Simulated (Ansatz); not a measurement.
# Phonons of As (R-3m, 2 atoms in the cell) against volume, part 2 of 2

Aim: how do the optical modes of As (R-3m, 2 atoms in the cell) move with volume?

Ansatz 0.2.0; DFT LDA, scalar-relativistic, plane waves, PAW; PAW set soft_1.

So far. Step 3 (Tight relaxation): The largest force component left is 0.021 meV/Å and the pressure is -0.004 GPa, within the tolerances set. The cell now holds 20.37 Å³/atom.

The database entry behind the starting cell differs from later determinations by our own check (old inner coordinate), so it need not match the best structure at ambient conditions.

**4. Zone-centre response at rest**

Phonons follow from the second derivative of the energy, found here by linear response.

The modes at rest are the reference of the series.

The input, input.yaml:

```yaml
crystal:
  lattice:
    - [1.8801600901, 1.0855109342, 3.3274366807]
    - [-1.8801600901, 1.0855109342, 3.3274366807]
    - [0.0, -2.1710218683, 3.3274366807]
  atoms:
    - { symbol: As, position: [0.7694367451, 0.7694367451, 0.7694367451] }
    - { symbol: As, position: [0.2305632549, 0.2305632549, 0.2305632549] }
kpoints:
  mp_grid: { grid: [15, 15, 15] }
hamiltonian:
  xc: lda
  pseudopotentials: { kind: paw, azcp: { folder: soft_1 }, xc_functional: pbe }
scf:
  occupations: { method: methfessel_paxton, width: 0.2 }
output:
  eigenvalues: true
phonons:
  method: dfpt
```

The run is started by

```
$ ansatz run input.yaml --threads 4 --pin off --max-ram 10240MiB --backend cpu --events-out ev --progress --plain --runs-dir out
```

Numbers of over 12 decimals in the logs are rounded to 6 here.

The log of the run:

```text
[...]
Crystal: 2 atoms, lattice volume = 40.746 Å³
Basis set: ecut = 420 eV, 773 PW (Γ), exchange–correlation on 54×54×54 points (8 copies of the dense FFT grid, shifted against one another)
Bands: 19, of which v1, the nominal top of the filled ones, is band 15 counted from 1 (14 counted from 0)
Symmetry: 12 space group operations
k-points: 904 of 3375 (irreducible under 2 space group operations, time reversal used)
[...]
SCF iter   1: F=—  HF=-9547.385355 eV  |F-HF|=—  |Δ(HF+E_count)|=         —  Δρ=2.29e-2  dr2=1.48e-1  ethr=3.10e-3  ⟨swp⟩=5.0  Hψ=77811  notcnv=0
[...]
SCF iter  11: F=-9547.350688 eV  HF=-9547.350688 eV  |F-HF|=0.00e0  |Δ(HF+E_count)|=  1.82e-12  S|Δr|=    0.00e0  Δρ=6.40e-8  dr2=2.47e-12  ethr=1.00e-12  ⟨swp⟩=5.0  Hψ=67165  notcnv=0
SCF 1 converged in 11 iterations: F = -9547.350688 eV  dr2 = 2.47e-12
[...]
DFPT response loops at Γ: preconditioner auto → Kerker (q_TF=auto, 2.593 Å⁻¹) (partly filled bands, converged f_vac=0.001); β = 1.00, the filter's whole step (`scf.mixing.beta` (0.50) is not read by the response loops under this deck's `scf.mixing.preconditioner`; to damp them name `kerker` or `kerker_dos`, under which they read `scf.mixing.beta`, and type it under 1.00, their step now; both keys bind the ground state too); Broyden in place of MSR1
SCF converged after 11 iterations
[...]
Free energy (F): -9547.350688 eV
[...]
Internal energy: -9547.352007 eV  (E = F + TS)
E sigma→0 (E₀):  -9547.351017 eV
Entropy (-TS):   0.001319 eV (0.660 meV/atom)
Fermi energy:    10.722905 eV
[...]
--- Band table (eV; the first three rows and the last of 904) ---
  k-point 0: bands = [... 11 lower, 5.1676, 8.3268, 8.6072, 8.6072, 12.8864, 13.8981, 13.8981, 17.2345]
  k-point 1: bands = [... 11 lower, 4.8921, 8.3502, 8.5779, 8.6721, 12.9355, 13.7497, 13.7923, 16.8817]
  k-point 2: bands = [... 11 lower, 4.1922, 8.3171, 8.5005, 8.8977, 12.9051, 13.3974, 13.4720, 16.4173]
  k-point 903: bands = [... 11 lower, 0.2184, 8.0745, 8.7815, 10.3529, 11.0795, 11.2939, 12.9537, 19.0094]
--- Phonons (Γ-DFPT): 2 representative perturbations + reference, on 904 of 3375 k-points (Σ response iterations 6) ---
  k mesh reduced under 2 symmetry operations, with k and −k counted as one. Each operation leaves every solved perturbation unchanged. A smaller set is not used because it would not reduce the number of displacements times k-points to solve
  ASR residual: 9.768e-6 → 0.000e0 eV/Å²; symmetrization residual: 9.309e-6 eV/Å²
  ASR residual per site (eV/Å²): 9.77e-6 9.77e-6
  Γ frequencies (cm⁻¹): 0.00 0.00 0.00 163.01 163.01 236.32
  non-analytic LO–TO correction: not included (Born effective charges unavailable; polar crystals: no LO–TO splitting at Γ)
```

It took 41 s on 4 threads of AMD EPYC 7B13 (Zen 3), shared host; peak memory 2.2 GiB; 2.5 min of CPU time.

This step gave:

| Item | Value |
| --- | --- |
| sum-rule residual before enforcement | 9.77e-6 eV/Å² |
| point group | -3m |
| highest optical mode at the zone centre (no LO-TO term) | 236.3 cm⁻¹ |
| lowest optical zone-centre mode | 163.0 cm⁻¹ |

Patterns of degenerate modes are one choice out of their space. Modes at Γ:

| mode | frequency (cm⁻¹) | symmetry |
| --- | --- | --- |
| 1 | 0.0 | acoustic |
| 2 | 0.0 | acoustic |
| 3 | 0.0 | acoustic |
| 4 | 163.0 | Eg |
| 5 | 163.0 | Eg |
| 6 | 236.3 | A1g |

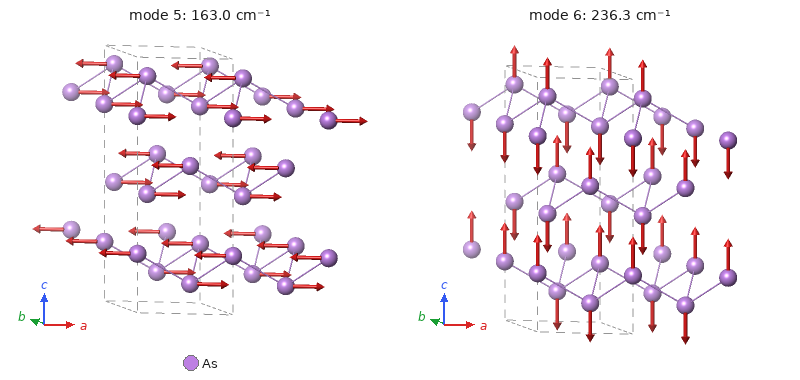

Displacement patterns of modes 5 and 6 at Γ; arrows are exaggerated. Bonds to atoms that aren't drawn are left out. 2×2×1 conventional cells are drawn. Some periodic images of atoms are drawn too.

Before it was imposed, the acoustic sum rule was missed by 9.8e-6 eV/Å². Small misses are needed for a sound result but don't prove that mesh and cutoff are converged. The lowest optical mode is real, 163 cm⁻¹.

**5. A member of the series: 1.06 times the volume at rest**

The cell is set to 1.06 times the volume at rest, and shape and atoms relax at that volume.

input.yaml, the sections that differ from step 4:

```yaml
crystal:
  lattice:
    - [1.9028065646, 1.0985858823, 3.4436265102]
    - [-1.9028065646, 1.0985858823, 3.4436265102]
    - [0.0, -2.1971717646, 3.4436265102]
  atoms:
    - { symbol: As, position: [0.7713340358, 0.7713340358, 0.7713340358] }
    - { symbol: As, position: [0.2286659642, 0.2286659642, 0.2286659642] }
output:
  forces: true
  stress: true
  eigenvalues: true
relax:
  adjacent_minimum: "off"
  f_tol: 0.001
  max_steps: 60
  cell: { stress_tol: 0.01, fix: [volume] }
# kpoints, hamiltonian, scf: as in step 4
# phonons: removed
```

The log of the run:

```text
[...]
Crystal: 2 atoms, lattice volume = 43.191 Å³
Basis set: ecut = 420 eV, 845 PW (Γ)
Bands: 19, of which v1, the nominal top of the filled ones, is band 15 counted from 1 (14 counted from 0)
Symmetry: 12 space group operations
[...]
k-points: 344 of 3375
[...]
k-point 343: bands = [... 11 lower, -0.2323, 7.2582, 7.9630, 9.5982, 10.2764, 10.6882, 12.1322, 17.7399]
--- Relaxed structure (4 steps of the walk, 4 accepted, 1 SCFs on fresh bases) ---
[...]
cell:  # Å, volume = 43.1913 Å³
    - [1.894418, 1.093743, 3.474190]
    - [-1.894418, 1.093743, 3.474190]
    - [0, -2.187486, 3.474190]
  atoms:
    - { symbol: As, position: [0.772307, 0.772307, 0.772307] }
    - { symbol: As, position: [0.227693, 0.227693, 0.227693] }
[key lines of the parts left out:]
SCF converged after 6 iterations
Free energy (F): -9547.328575 eV
Fermi energy:    9.828554 eV
P = ⅓ Tr σ = -2.6488 GPa (-26.488 kbar)
```

The job ended after 14 s (4 threads; peak memory 0.6 GiB; 51 s of CPU time).

Step by step:

| step | energy less that of the first step (eV) | largest force component (eV/Å) | pressure (GPa) | volume (Å³) |
| --- | --- | --- | --- | --- |
| 1 | 0.0000 | 0.1101 | -3.30 | 43.19 |
| 2 | -0.0014 | 0.0286 | -2.74 | 43.19 |
| 3 | -0.0016 | 0.0010 | -2.66 | 43.19 |
| 4 | -0.0017 | 0.0000 | -2.65 | 43.19 |
| 5* | -0.0017 | 0.0000 | -2.65 | 43.19 |

Relaxation steps marked * repeat the geometry before them on a plane-wave basis chosen anew for their cell, so energy and pressure can jump there.

Forces are held to the 12 operations that the run works with; a distortion that breaks them can't arise in this run.

| conventional cell, symmetrised | before | after | change |
| --- | --- | --- | --- |
| a (Å) | 3.806 | 3.789 | -0.4 % |
| b (Å) | 3.806 | 3.789 | -0.4 % |
| c (Å) | 10.331 | 10.423 | +0.9 % |
| volume (Å³/atom) | 21.60 | 21.60 | +0.0 % |

The atoms that moved most (Å, as changes of fractional coordinates times the final cell):

| atom | dx | dy | dz | length |
| --- | --- | --- | --- | --- |
| As1 | 0.000 | 0.000 | 0.010 | 0.010 |
| As2 | 0.000 | 0.000 | -0.010 | 0.010 |

Final coordinates:

```cif
data_structure
_symmetry_space_group_name_H-M 'P 1'
_symmetry_Int_Tables_number 1
_cell_length_a 4.1055
_cell_length_b 4.1055
_cell_length_c 4.1055
_cell_angle_alpha 54.959
_cell_angle_beta 54.959
_cell_angle_gamma 54.959
_cell_volume 43.19
loop_
_atom_site_label
_atom_site_type_symbol
_atom_site_fract_x
_atom_site_fract_y
_atom_site_fract_z
_atom_site_occupancy
As1 As 0.77231 0.77231 0.77231 1
As2 As 0.22769 0.22769 0.22769 1
```

Numbers from this step:

| Quantity | Value |
| --- | --- |
| pressure | -2.649 GPa |
| volume per atom | 21.60 Å³ |

The largest force component left is 0.036 meV/Å, at a pressure of -2.65 GPa.

**6. Modes of this member: 1.06 times the volume at rest**

The zone-centre modes follow for 1.06 times the volume at rest.

input.yaml, the sections that differ from step 5:

```yaml
crystal:
  lattice:
    - [1.8944183177, 1.0937429257, 3.4741899194]
    - [-1.8944183177, 1.0937429257, 3.4741899194]
    - [0.0, -2.1874858514, 3.4741899194]
  atoms:
    - { symbol: As, position: [0.7723068469, 0.7723068469, 0.7723068469] }
    - { symbol: As, position: [0.2276931531, 0.2276931531, 0.2276931531] }
output:
  eigenvalues: true
phonons:
  method: dfpt
# kpoints, hamiltonian, scf: as in step 5
# relax: removed
```

The log of the run:

```text
[...]
Crystal: 2 atoms, lattice volume = 43.191 Å³
Basis set: ecut = 420 eV, 851 PW (Γ), exchange–correlation on 60×60×60 points (8 copies of the dense FFT grid, shifted against one another)
Bands: 19, of which v1, the nominal top of the filled ones, is band 15 counted from 1 (14 counted from 0)
Symmetry: 12 space group operations
k-points: 904 of 3375 (irreducible under 2 space group operations, time reversal used)
[...]
SCF iter   1: F=—  HF=-9547.366132 eV  |F-HF|=—  |Δ(HF+E_count)|=         —  Δρ=2.28e-2  dr2=1.57e-1  ethr=3.10e-3  ⟨swp⟩=5.0  Hψ=77798  notcnv=0
[...]
SCF iter  11: F=-9547.328575 eV  HF=-9547.328575 eV  |F-HF|=3.64e-12  |Δ(HF+E_count)|=  1.82e-12  S|Δr|=    0.00e0  Δρ=8.84e-8  dr2=5.00e-12  ethr=1.00e-12  ⟨swp⟩=5.0  Hψ=66954  notcnv=0
SCF 1 converged in 11 iterations: F = -9547.328575 eV  dr2 = 5.00e-12
[...]
SCF converged after 11 iterations
[...]
Free energy (F): -9547.328575 eV
[...]
Internal energy: -9547.329668 eV  (E = F + TS)
E sigma→0 (E₀):  -9547.328848 eV
Entropy (-TS):   0.001093 eV (0.546 meV/atom)
Fermi energy:    9.828554 eV
[...]
--- Band table (eV; the first three rows and the last of 904) ---
  k-point 0: bands = [... 11 lower, 3.9085, 7.4313, 7.8377, 7.8377, 11.6115, 12.7654, 12.7654, 16.6252]
  k-point 1: bands = [... 11 lower, 3.6965, 7.4622, 7.7984, 7.8170, 11.7139, 12.6230, 12.7049, 16.1958]
  k-point 2: bands = [... 11 lower, 3.1262, 7.4128, 7.6934, 7.9169, 11.7744, 12.3374, 12.5035, 15.6278]
  k-point 903: bands = [... 11 lower, -0.2323, 7.2582, 7.9630, 9.5982, 10.2764, 10.6882, 12.1322, 17.7399]
[...]
ASR residual: 1.428e-5 → 0.000e0 eV/Å²; symmetrization residual: 7.109e-6 eV/Å²
  ASR residual per site (eV/Å²): 1.43e-5 1.43e-5
  Γ frequencies (cm⁻¹): 0.00 0.00 0.00 171.22 171.22 239.64
[...]
```

Run time: 41 s. Hardware: 4 threads; peak memory 2.3 GiB.

Numbers from this step:

| Item | Value |
| --- | --- |
| sum-rule residual before enforcement | 1.43e-5 eV/Å² |
| highest optical mode at the zone centre (no LO-TO term) | 239.6 cm⁻¹ |
| lowest optical zone-centre mode | 171.2 cm⁻¹ |

Patterns of degenerate modes are one choice out of their space. Modes at Γ:

| mode | frequency (cm⁻¹) | symmetry |
| --- | --- | --- |
| 1 | 0.0 | acoustic |
| 2 | 0.0 | acoustic |
| 3 | 0.0 | acoustic |
| 4 | 171.2 | Eg |
| 5 | 171.2 | Eg |
| 6 | 239.6 | A1g |

The lowest optical mode is real, 171 cm⁻¹, and the highest lies at 239.6 cm⁻¹.

**7. A member of the series: 0.9 times the volume at rest**

The cell is set to 0.9 times the volume at rest, and shape and atoms relax at that volume.

input.yaml, the sections that differ from step 6:

```yaml
crystal:
  lattice:
    - [1.8363861793, 1.060238055, 3.1391635111]
    - [-1.8363861793, 1.060238055, 3.1391635111]
    - [0.0, -2.1204761099, 3.1391635111]
  atoms:
    - { symbol: As, position: [0.765585256, 0.765585256, 0.765585256] }
    - { symbol: As, position: [0.234414744, 0.234414744, 0.234414744] }
output:
  forces: true
  stress: true
  eigenvalues: true
relax:
  adjacent_minimum: "off"
  f_tol: 0.001
  max_steps: 60
  cell: { stress_tol: 0.01, fix: [volume] }
# kpoints, hamiltonian, scf: as in step 6
# phonons: removed
```

The log of the run:

```text
[...]
Crystal: 2 atoms, lattice volume = 36.672 Å³
Basis set: ecut = 420 eV, 713 PW (Γ)
Bands: 19, of which v1, the nominal top of the filled ones, is band 15 counted from 1 (14 counted from 0)
Symmetry: 12 space group operations
[...]
k-points: 344 of 3375
[...]
k-point 343: bands = [... 11 lower, 1.1063, 9.6869, 10.3895, 11.7687, 12.5958, 12.9327, 14.5629, 21.5520]
--- Relaxed structure (5 steps of the walk, 5 accepted, 1 SCFs on fresh bases) ---
[...]
cell:  # Å, volume = 36.6718 Å³
    - [1.840948, 1.062872, 3.123626]
    - [-1.840948, 1.062872, 3.123626]
    - [0, -2.125744, 3.123626]
  atoms:
    - { symbol: As, position: [0.764576, 0.764576, 0.764576] }
    - { symbol: As, position: [0.235424, 0.235424, 0.235424] }
[key lines of the parts left out:]
SCF converged after 5 iterations
Free energy (F): -9547.259119 eV
Fermi energy:    12.444905 eV
P = ⅓ Tr σ = 8.0776 GPa (80.776 kbar)
```

The job ended after 15 s (4 threads; peak memory 0.56 GiB).

Relaxation path:

| step | energy less that of the first step (eV) | largest force component (eV/Å) | pressure (GPa) | volume (Å³) |
| --- | --- | --- | --- | --- |
| 1 | 0.0000 | 0.1191 | 8.61 | 36.67 |
| 2 | -0.0012 | 0.0305 | 8.23 | 36.67 |
| 3 | -0.0014 | 0.0039 | 8.08 | 36.67 |
| 4 | -0.0014 | 0.0016 | 8.08 | 36.67 |
| 5 | -0.0014 | 0.0000 | 8.08 | 36.67 |
| 6* | -0.0014 | 0.0000 | 8.08 | 36.67 |

Relaxation steps marked * repeat the geometry before them on a plane-wave basis chosen anew for their cell, so energy and pressure can jump there.

The run keeps the 12 symmetry operations that it works with, so distortions that break them were not tested.

| conventional cell, symmetrised | before | after | change |
| --- | --- | --- | --- |
| a (Å) | 3.673 | 3.682 | +0.2 % |
| b (Å) | 3.673 | 3.682 | +0.2 % |
| c (Å) | 9.417 | 9.371 | -0.5 % |
| volume (Å³/atom) | 18.34 | 18.34 | +0.0 % |

Final coordinates:

```
As
1.0
     1.84095    1.06287    3.12363
    -1.84095    1.06287    3.12363
     0.00000   -2.12574    3.12363
As
2
Direct
  0.76458 0.76458 0.76458
  0.23542 0.23542 0.23542
```

Numbers from this step:

| Quantity | Value |
| --- | --- |
| pressure | 8.078 GPa |
| volume per atom | 18.34 Å³ |

The largest force component left is 0.029 meV/Å, at a pressure of 8.08 GPa.

**8. Zone-centre modes of the member: 0.9 times the volume at rest**

The zone-centre modes follow for 0.9 times the volume at rest.

input.yaml, the sections that differ from step 7:

```yaml
crystal:
  lattice:
    - [1.8409479104, 1.0628717717, 3.1236255615]
    - [-1.8409479104, 1.0628717717, 3.1236255615]
    - [0.0, -2.1257435433, 3.1236255615]
  atoms:
    - { symbol: As, position: [0.7645762734, 0.7645762734, 0.7645762734] }
    - { symbol: As, position: [0.2354237266, 0.2354237266, 0.2354237266] }
output:
  eigenvalues: true
phonons:
  method: dfpt
# kpoints, hamiltonian, scf: as in step 7
# relax: removed
```

The log of the run:

```text
[...]
Crystal: 2 atoms, lattice volume = 36.672 Å³
Basis set: ecut = 420 eV, 713 PW (Γ), exchange–correlation on 54×54×54 points (8 copies of the dense FFT grid, shifted against one another)
Bands: 19, of which v1, the nominal top of the filled ones, is band 15 counted from 1 (14 counted from 0)
Symmetry: 12 space group operations
k-points: 904 of 3375 (irreducible under 2 space group operations, time reversal used)
[...]
k-point 1: bands = [... 11 lower, 7.2069, 10.0314, 10.1251, 10.3946, 15.3071, 15.9299, 15.9615, 18.3051]
  k-point 2: bands = [... 11 lower, 6.2272, 10.0187, 10.0839, 10.8568, 15.0721, 15.3930, 15.5289, 18.0134]
  k-point 903: bands = [... 11 lower, 1.1063, 9.6869, 10.3895, 11.7687, 12.5958, 12.9327, 14.5629, 21.5520]
[...]
ASR residual: 3.815e-5 → 0.000e0 eV/Å²; symmetrization residual: 7.818e-6 eV/Å²
  ASR residual per site (eV/Å²): 3.81e-5 3.81e-5
  Γ frequencies (cm⁻¹): 0.00 0.00 0.00 131.79 131.79 223.08
[...]
[key lines of the parts left out:]
SCF converged after 10 iterations
Free energy (F): -9547.259120 eV
Fermi energy:    12.444905 eV
```

It took 37 s on 4 threads; peak memory 2.1 GiB; 2.2 min of CPU time.

Numbers from this step:

```yaml
sum_rule_residual_before_enforcement: 3.81e-5 eV/Å²
highest_optical_mode_at_the_zone_centre_no_lo_to_term: 223.1 cm⁻¹
lowest_optical_zone_centre_mode: 131.8 cm⁻¹
```

Patterns of degenerate modes are one choice out of their space. Modes at Γ:

| mode | frequency (cm⁻¹) | symmetry |
| --- | --- | --- |
| 1 | 0.0 | acoustic |
| 2 | 0.0 | acoustic |
| 3 | 0.0 | acoustic |
| 4 | 131.8 | Eg |
| 5 | 131.8 | Eg |
| 6 | 223.1 | A1g |

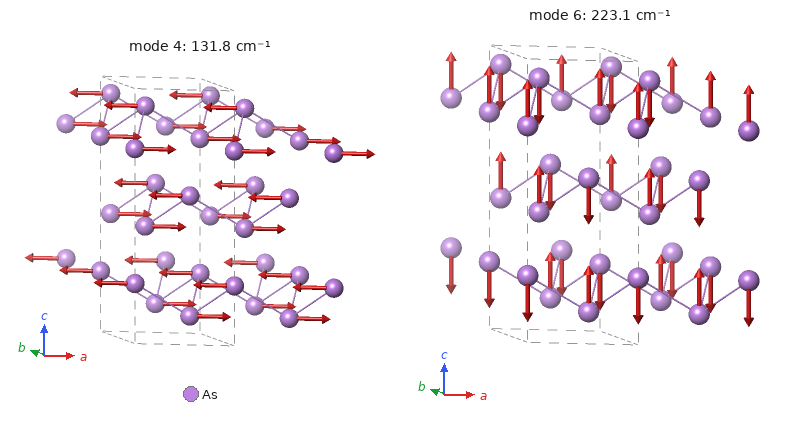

Displacement patterns of modes 4 and 6 at Γ; arrows are exaggerated. Bonds to atoms that aren't drawn are left out. 2×2×1 conventional cells are drawn. Some periodic images of atoms are drawn too.

The lowest optical mode is real, 132 cm⁻¹, and the highest lies at 223.1 cm⁻¹.

For the highest optical mode at the zone centre (no LO-TO term), step 4 gave 236 cm⁻¹; this run, with volume ratio 0.9, gives 223 cm⁻¹ (-6 %).

**9. The series together**

The members are set side by side, also those not shown above.

Each row is one cell with its response, relaxed at fixed volume as far as symmetry leaves anything free; energies are extrapolated to zero smearing, and E0 is that at rest; shape and atoms are relaxed in each cell where symmetry leaves them free; all runs use 15×15×15 k points and Methfessel-Paxton smearing of 0.2 eV. State of the crystal along the series:

| volume ratio | V (Å³/atom) | pressure (GPa) | E - E0 (meV/atom) | first cell vector (Å) | third cell vector (Å) |
| --- | --- | --- | --- | --- | --- |
| 0.9 | 18.34 | 8.078 | 45.84 | 3.778 | 3.778 |
| 0.92 | 18.74 | 6.019 | 27.93 | 3.816 | 3.816 |
| 0.94 | 19.15 | 4.205 | 14.96 | 3.854 | 3.854 |
| 0.96 | 19.56 | 2.615 | 6.33 | 3.893 | 3.893 |
| 0.98 | 19.97 | 1.215 | 1.506 | 3.933 | 3.933 |
| 0.99 | 20.17 | 0.581 | 0.369 | 3.953 | 3.953 |
| 1 | 20.37 | -0.004279 | 0 | 3.973 | 3.973 |
| 1.02 | 20.78 | -1.052 | 1.369 | 4.015 | 4.015 |
| 1.04 | 21.19 | -1.93 | 5.205 | 4.059 | 4.059 |
| 1.06 | 21.6 | -2.649 | 11.08 | 4.106 | 4.106 |

Each mode is tracked from rest by its pattern, and modes that stay within 0.3 cm⁻¹ of each other stand once; shape and atoms are relaxed in each cell where symmetry leaves them free; all runs use 15×15×15 k points and Methfessel-Paxton smearing of 0.2 eV. Optical modes along the series:

| V (Å³/atom) | mode 4 Eg (cm⁻¹) | mode 6 A1g (cm⁻¹) |
| --- | --- | --- |
| 18.34 | 131.8 | 223.1 |
| 18.74 | 138.2 | 226.8 |
| 19.15 | 145.3 | 229.6 |
| 19.56 | 152.7 | 232.3 |
| 19.97 | 158.8 | 234.6 |
| 20.17 | 161 | 235.5 |
| 20.37 | 163 | 236.3 |
| 20.78 | 166.1 | 237.3 |
| 21.19 | 168.4 | 238.1 |
| 21.6 | 171.2 | 239.6 |

From cubic fits (parabolas where under five rows exist) of ln ω and P against ln V through the rows within about 4 % of rest: γ = −d ln ω / d ln V and dω/dP = γ ω / B. Slopes at rest:

| mode | fitted frequency at rest (cm⁻¹) | Grüneisen parameter γ | dω/dP (cm⁻¹/GPa) |
| --- | --- | --- | --- |
| mode 4 Eg | 163 | -1.09 | -3.13 |
| mode 6 A1g | 236.2 | -0.29 | -1.22 |

**10. Outcome**

```
members                                                          : 10
highest optical mode at the zone centre (no LO-TO term), at rest : 236.3 cm⁻¹
bulk modulus at rest                                             : 56.6 GPa
mode 4 Eg, γ                                                     : -1.09
mode 6 A1g, γ                                                    : -0.29
```

In words: The series spans -2.6 to 8.1 GPa, and the slope at rest gives a bulk modulus of 57 GPa. Among the modes in the table of slopes γ runs from -1.09 (mode 4 Eg) to -0.29 (mode 6 A1g). A negative γ means that the mode softens under pressure. One k mesh and one cutoff serve the ground states and modes of all volumes. These are harmonic frequencies at zero temperature: anharmonic shifts, linewidths and thermal expansion are left out. With no gap, or one that is small against the smearing, the frequencies hang on the k mesh and the smearing, most of all near Kohn anomalies. The PAW files were made for PBE; the program adapts parts of them to the functional of the run, but their partial waves stay those of PBE, an approximation that was not tested in this session. Only the zone centre was solved, so an instability at another wavevector cannot show here.

[Logs are printed without paths, hosts, clocks, repeated set-up lines and the standing remarks that a program may print on its own settings, such as how far it seeks lower states.]

[Hosts, paths, dates, database ids (printed as entryN), source tags and the programs' standing remarks are cut or masked in the printed files.]
